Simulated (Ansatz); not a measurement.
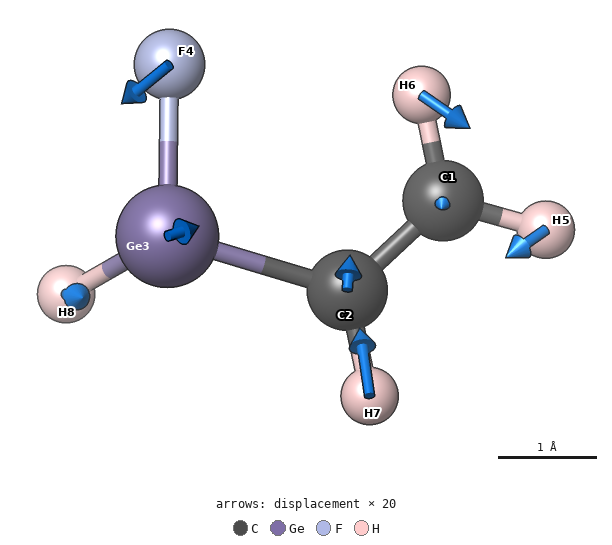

A relaxation of C₂H₄FGe (multiplicity 2). The starting structure is drawn; blue arrows show the displacements, 20 times their true length. The two geometries are superimposed by the best rigid fit.

Style: ball-and-stick. Shown face on.

The start comes from PBE-D4/def2-SVP.

All numbers below come from UKS PBE0-D4/def2-TZVP in Ansatz 0.2.0.

The input:
```yaml
crystal:
  periodic: [false, false, false]
  atoms:
    - {symbol: C, position_ang: [-0.167796, 1.290822, -0.177859]}
    - {symbol: C, position_ang: [0.588629, 0.199792, -0.420793]}
    - {symbol: Ge, position_ang: [0.345483, -1.434399, 0.609542]}
    - {symbol: F, position_ang: [-1.140819, -1.140007, 1.535653]}
    - {symbol: H, position_ang: [-0.032402, 2.229918, -0.742232]}
    - {symbol: H, position_ang: [-0.963975, 1.274275, 0.585339]}
    - {symbol: H, position_ang: [1.400127, 0.227908, -1.170333]}
    - {symbol: H, position_ang: [0.062953, -2.705509, -0.275116]}
basis:
  gaussian: {orbitals: def2-TZVP}
magnetization: {spin_polarized: true, initial_magnetization: 1}
hamiltonian: {xc: pbe0, dispersion: d4}
relax: {f_tol: 0.005, max_steps: 150}
```

Run as
```bash
ansatz run in.yaml --threads 4 --pin off --events-out ev --progress --plain --max-ram 10444MiB
```

What happened in the run?

The energy falls by 0.042 eV in 6 geometry steps. The largest force component goes from 0.64 to 0.0042 eV/Å. H7 moves most after the best rigid fit: 0.043 Å. Largest moves by element: H 0.043 Å, F 0.038 Å, Ge 0.022 Å, C 0.021 Å. Near-neighbour distances that change, for instance: Ge3–F4 1.776 → 1.752 Å, Ge3–H8 1.574 → 1.553 Å, C1–C2 1.350 → 1.331 Å, C2–Ge3 1.947 → 1.928 Å. The run took 25 s on 4 threads of Arm Neoverse V2 (shared host).
